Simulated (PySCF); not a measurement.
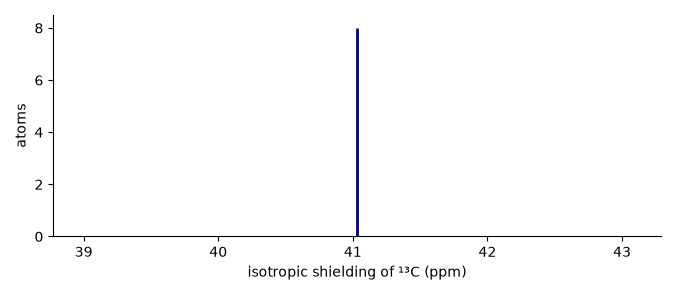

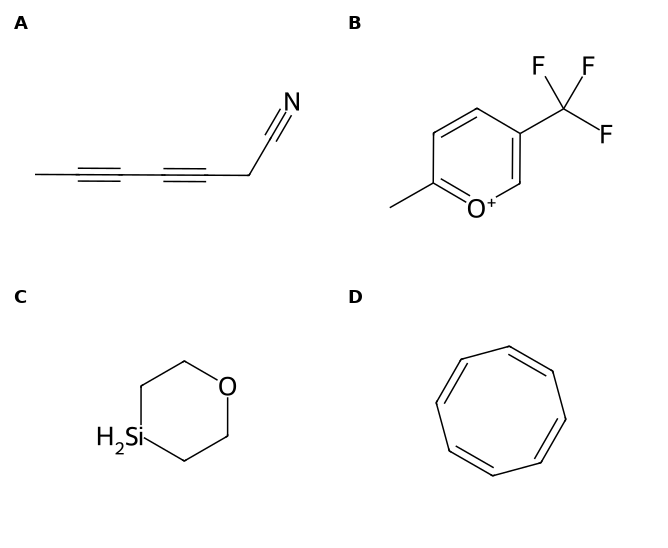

The sticks are computed shieldings of one of the molecules, for one fixed geometry (PBE0-D3(BJ)/def2-SVP) without averaging over rotations. Low shielding means a high chemical shift. Method: GIAO PBE0/pcSseg-1 NMR shielding, non-relativistic, IEF-PCM acetone (PySCF 2.14.0).

> Which molecule gives this pattern?

D, `C1=C\C=C/C=C\C=C/1`. Its 8 C atoms give lines at 41.0 (8 atoms) ppm.
